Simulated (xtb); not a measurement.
**P$_{2}$H$_{4}$: single-point calculation**

The run: single-point calculation of P$_{2}$H$_{4}$. Method and program: GFN1-xTB (xtb 6.7.1 later snapshot).

The geometry comes from this level: GFN2-xTB.

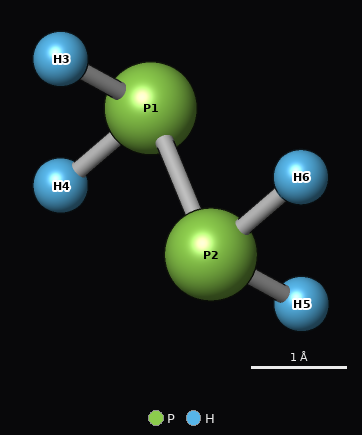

Fig. 1: The input geometry (ball-and-stick view, seen at a tilt; atoms are numbered from 1 in the order of the input).

### Summary

```json
{"quantity": "outcome", "value": "converged"}
{"quantity": "electrons treated", "value": "14"}
{"quantity": "total energy", "value": "−7.429429 hartree"}
{"quantity": "dispersion energy", "value": "−0.001674 hartree"}
{"quantity": "basis functions", "value": "28"}
{"quantity": "HOMO", "value": "−10.67 eV"}
{"quantity": "LUMO", "value": "−5.46 eV"}
{"quantity": "dipole moment", "value": "0.00 D"}
{"quantity": "hardware", "value": "1 thread of Arm Neoverse V1, 24 GiB of memory available, shared host"}
{"quantity": "peak memory", "value": "0.074 GiB"}
```

Settings chosen away from the usual ones: method = gfn1-xtb; task = energy; x = {"broyden_damping": 0.6}.

### Input (coord)
```
$coord
     -0.535019260404     -0.330513099197     -1.937555092840  p
      0.535869637160      0.326998208605      1.933038647402  p
     -3.095446981182      0.121471595291     -1.485740473703  h
     -0.834767618292     -2.928262910936     -1.598481534298  h
      3.097733549793     -0.117446478645      1.492203337049  h
      0.831630672925      2.927752684883      1.596535116390  h
$end
```

### File input.inp
```
$scc
   broydamp=0.6
$end
```

Command:
```bash
xtb coord -c 0 -I input.inp --gfn 1 > xtb.out
```

### The program's output
```
* xtb version 6.7.1
   ID    Z sym.   atoms
    1   15 p      1, 2
    2    1 h      3-6

           -------------------------------------------------
          |                Calculation Setup                |
           -------------------------------------------------

          program call               : xtb coord -c 0 -I input.inp --gfn 1
          coordinate file            : coord
          omp threads                :                     1

           -------------------------------------------------
          |                 G F N 1 - x T B                 |
           -------------------------------------------------

      * Hamiltonian:
        H0-scaling (s, p, d)           1.850000    2.250000    2.000000
        zeta-weighting                 0.000000
      * Dispersion:
        s8                             2.400000
        a1                             0.630000
        a2                             5.000000
        s9                             0.000000
      * Repulsion:
        kExp                           1.500000
        rExp                           1.000000
      * Coulomb:
        alpha                          2.000000
        third order                    atomic
        anisotropic                    false
      * Halogen bond correction:
        rad-scale                      1.300000
        damping                        0.440000

          ...................................................
          :                      SETUP                      :
          :.................................................:
          :  # basis functions                  28          :
          :  # atomic orbitals                  26          :
          :  # shells                           14          :
          :  # electrons                        14          :
          :  # halogen bonds                     0          :
          :  max. iterations                   250          :
          :  Hamiltonian                  GFN1-xTB          :
          :  restarted?                      false          :
          :  GBSA solvation                  false          :
          :  PC potential                    false          :
          :  electronic temp.          300.0000000     K    :
          :  accuracy                    1.0000000          :
          :  -> integral cutoff          0.2500000E+02      :
          :  -> integral neglect         0.1000000E-07      :
          :  -> SCF convergence          0.1000000E-05 Eh   :
          :  -> wf. convergence          0.2000000E-04 e    :
          :  Broyden damping             0.6000000          :
          :  net charge                          0          :
          :  unpaired electrons                  0          :
          ...................................................

 iter      E             dE          RMSdq      gap      omega  full diag
   1     -7.4383624 -0.743836E+01  0.251E+00    5.32       0.0  T
   2     -7.4585640 -0.202017E-01  0.181E+00    5.12       1.0  T
   3     -7.4724915 -0.139275E-01  0.471E-01    5.22       1.0  T
   4     -7.4725399 -0.484325E-04  0.149E-02    5.21       2.7  T
   5     -7.4725351  0.486331E-05  0.220E-02    5.22       1.9  T
   6     -7.4725420 -0.696236E-05  0.380E-03    5.22      10.8  T
   7     -7.4725421 -0.551050E-07  0.103E-04    5.22     396.5  T
   8     -7.4725421 -0.554001E-10  0.369E-06    5.22   11050.0  T

   *** convergence criteria satisfied after 8 iterations ***

         #    Occupation            Energy/Eh            Energy/eV
      -------------------------------------------------------------
         1        2.0000           -0.7519097             -20.4605
         2        2.0000           -0.7005862             -19.0639
         3        2.0000           -0.5073747             -13.8064
         4        2.0000           -0.4719260             -12.8418
         5        2.0000           -0.4673420             -12.7170
         6        2.0000           -0.4525910             -12.3156
         7        2.0000           -0.3922769             -10.6744 (HOMO)
         8                         -0.2006166              -5.4591 (LUMO)
         9                         -0.1759287              -4.7873
        10                         -0.1752776              -4.7695
        11                         -0.1393640              -3.7923
        12                         -0.0788476              -2.1456
       ...                                ...                  ...
        26                          1.2174587              33.1287
      -------------------------------------------------------------
                  HL-Gap            0.1916603 Eh            5.2153 eV
             Fermi-level           -0.2964467 Eh           -8.0667 eV

 SCC (total)                   0 d,  0 h,  0 min,  0.004 sec
 SCC setup                      ...        0 min,  0.000 sec (  1.687%)
 Dispersion                     ...        0 min,  0.000 sec (  0.658%)
 classical contributions        ...        0 min,  0.000 sec (  0.135%)
 integral evaluation            ...        0 min,  0.001 sec ( 24.488%)
 iterations                     ...        0 min,  0.001 sec ( 32.896%)
 molecular gradient             ...        0 min,  0.001 sec ( 36.965%)
 printout                       ...        0 min,  0.000 sec (  2.856%)

         :::::::::::::::::::::::::::::::::::::::::::::::::::::
         ::                     SUMMARY                     ::
         :::::::::::::::::::::::::::::::::::::::::::::::::::::
         :: total energy              -7.429429303274 Eh    ::
         :: gradient norm              0.005883017747 Eh/a0 ::
         :: HOMO-LUMO gap              5.215342018713 eV    ::
         ::.................................................::
         :: SCC energy                -7.472542070479 Eh    ::
         :: -> electrostatic           0.000130695186 Eh    ::
         :: repulsion energy           0.044786592273 Eh    ::
         :: dispersion energy         -0.001673825068 Eh    ::
         :: halogen bond corr.         0.000000000000 Eh    ::
         :: add. restraining           0.000000000000 Eh    ::
         :: total charge               0.000000000000 e     ::
         :::::::::::::::::::::::::::::::::::::::::::::::::::::

           -------------------------------------------------
          |                Property Printout                |
           -------------------------------------------------

    * Orbital Energies and Occupations

         #    Occupation            Energy/Eh            Energy/eV
      -------------------------------------------------------------
         1        2.0000           -0.7519097             -20.4605
         2        2.0000           -0.7005862             -19.0639
         3        2.0000           -0.5073747             -13.8064
         4        2.0000           -0.4719260             -12.8418
         5        2.0000           -0.4673420             -12.7170
         6        2.0000           -0.4525910             -12.3156
         7        2.0000           -0.3922769             -10.6744 (HOMO)
         8                         -0.2006166              -5.4591 (LUMO)
         9                         -0.1759287              -4.7873
        10                         -0.1752776              -4.7695
        11                         -0.1393640              -3.7923
        12                         -0.0788476              -2.1456
        13                         -0.0737399              -2.0066
        14                         -0.0641547              -1.7457
        15                         -0.0362316              -0.9859
        16                         -0.0204128              -0.5555
        17                         -0.0103335              -0.2812
        18                         -0.0026951              -0.0733
       ...                                ...                  ...
        26                          1.2174587              33.1287
      -------------------------------------------------------------
                  HL-Gap            0.1916603 Eh            5.2153 eV
             Fermi-level           -0.2964467 Eh           -8.0667 eV

  Mulliken/CM5 charges         n(s)   n(p)   n(d)
     1     -0.02758 -0.20337   1.761  3.132  0.134
     2     -0.02762 -0.20343   1.761  3.133  0.135
     3      0.01372  0.10154   0.986  0.000  0.000
     4      0.01394  0.10198   0.986  0.000  0.000
     5      0.01386  0.10183   0.986  0.000  0.000
     6      0.01367  0.10145   0.986  0.000  0.000

Wiberg/Mayer (AO) data.
largest (>0.10) Wiberg bond orders for each atom

 ---------------------------------------------------------------------------
     #   Z sym  total        # sym  WBO       # sym  WBO       # sym  WBO
 ---------------------------------------------------------------------------
     1  15      3.299 --     2      1.303     4      0.971     3      0.971
     2  15      3.299 --     1      1.303     5      0.971     6      0.971
     3   1      1.007 --     1      0.971
     4   1      1.007 --     1      0.971
     5   1      1.007 --     2      0.971
     6   1      1.007 --     2      0.971
 ---------------------------------------------------------------------------

Topologies differ in total number of bonds
Writing topology from bond orders to xtbtopo.mol

 dipole moment from electron density (au)
     X       Y       Z
   0.0009  -0.0015  -0.0006  total (Debye):    0.005

           -------------------------------------------------
          | TOTAL ENERGY               -7.429429303274 Eh   |
          | GRADIENT NORM               0.005883017747 Eh/α |
          | HOMO-LUMO GAP               5.215342018713 eV   |
           -------------------------------------------------

------------------------------------------------------------------------
------------------------------------------------------------------------
 total:
 *  cpu-time:     0 d,  0 h,  0 min,  0.008 sec
 * ratio c/w:     1.000 speedup
 SCF:
 *  cpu-time:     0 d,  0 h,  0 min,  0.004 sec
 * ratio c/w:     1.000 speedup
```

### Standard error
```
normal termination of xtb
```
